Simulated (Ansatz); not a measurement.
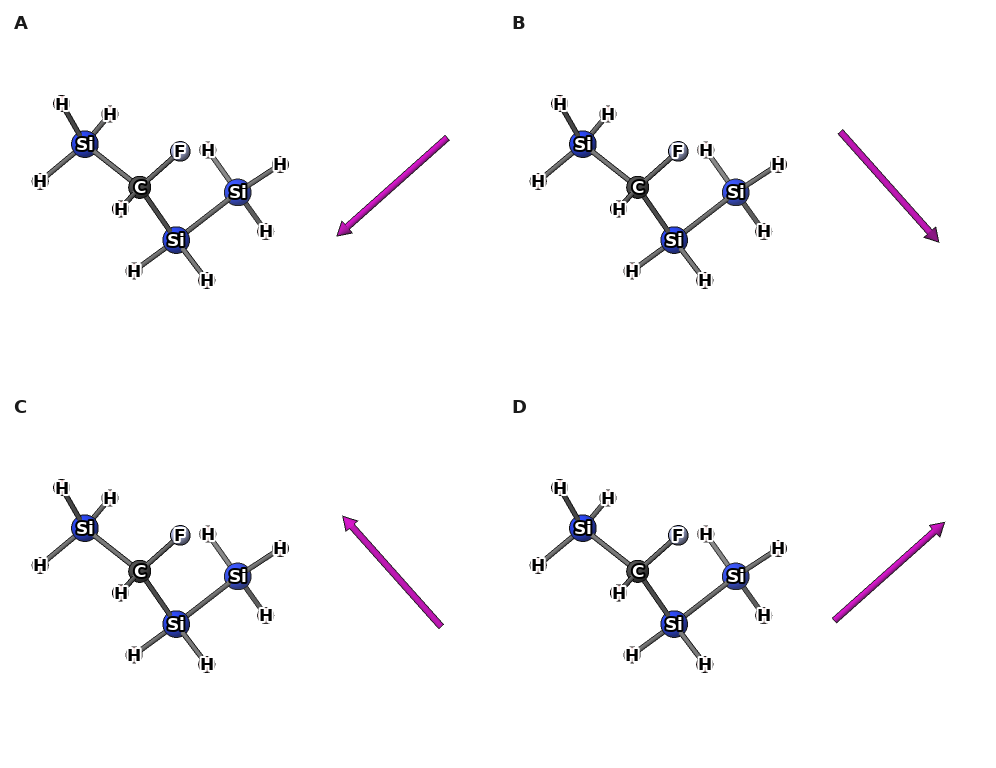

The same molecule four times, each with an arrow. The computed structure is the end point of a PBE-D4/def2-SVP optimisation. No frequency run is at hand to confirm it as a minimum. Method: RKS PBE-D4/def2-SVP (Ansatz 0.2.0).

Which arrow points along the dipole moment, from the negative to the positive end?

Answer. A. The dipole moment is 1.22 D.
